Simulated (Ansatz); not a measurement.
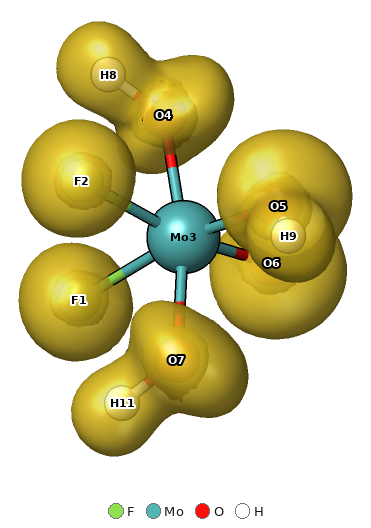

F2H4MoO4 (SMILES [OH][Mo]([OH])([OH])([OH])([F])[F]). Isosurface of the ELF at 0.75 (yellow), seen at an oblique angle. Only the valence region is drawn (cores and ρ < 0.01 e/Å³ removed).

Geometry: PBE0-D4/def2-SVP; core potentials replace the inner electrons of Mo.

All numbers below come from isolated molecule in a Gaussian basis; Kohn-Sham density functional theory, functional PBE0 in Ansatz.

Input

```
crystal:
  periodic: [false, false, false]
  atoms:
    - {symbol: F, position_ang: [-0.434999, -2.365531, -0.827672]}
    - {symbol: F, position_ang: [0.900350, -1.158132, 0.985817]}
    - {symbol: Mo, position_ang: [-0.891318, -1.048223, 0.431472]}
    - {symbol: O, position_ang: [-1.060551, -2.328546, 1.813717]}
    - {symbol: O, position_ang: [-1.113077, 0.551996, 1.304820]}
    - {symbol: O, position_ang: [-2.681341, -1.374645, 0.181331]}
    - {symbol: O, position_ang: [-0.434541, 0.056044, -1.035769]}
    - {symbol: H, position_ang: [-0.229513, -2.636565, 2.202022]}
    - {symbol: H, position_ang: [-0.733689, 1.407409, 1.064502]}
    - {symbol: H, position_ang: [-3.176432, -2.162748, 0.440355]}
    - {symbol: H, position_ang: [-0.054484, -0.400981, -1.799258]}
basis:
  gaussian:
    orbitals: def2-SVPD
hamiltonian:
  xc: pbe0
output: {forces: true, orbitals: {seedname: orbitals}}
```

Launched as:

```sh
ansatz run input.yaml --threads 2 --pin off --max-ram 6090MiB --events-out events.jsonl --progress --plain --runs-dir runs
```

**What do the ELF domains correspond to?**

The surface consists of two regions wrapped around F (the valence shell of each) and four joined regions spread over several atoms (H, O), in which their bonds and any lone pairs are merged.

Values along the shortest contacts:
Mo–O (1.84 Å): the ELF peaks at about 0.85 in the valence shell of O, 0.5 Å from its nucleus, and drops to about 0.25 between the two atoms. Mo–F (1.88 Å): the ELF peaks at about 0.85 in the valence shell of F, 0.5 Å from its nucleus, and drops to about 0.25 between the two atoms.
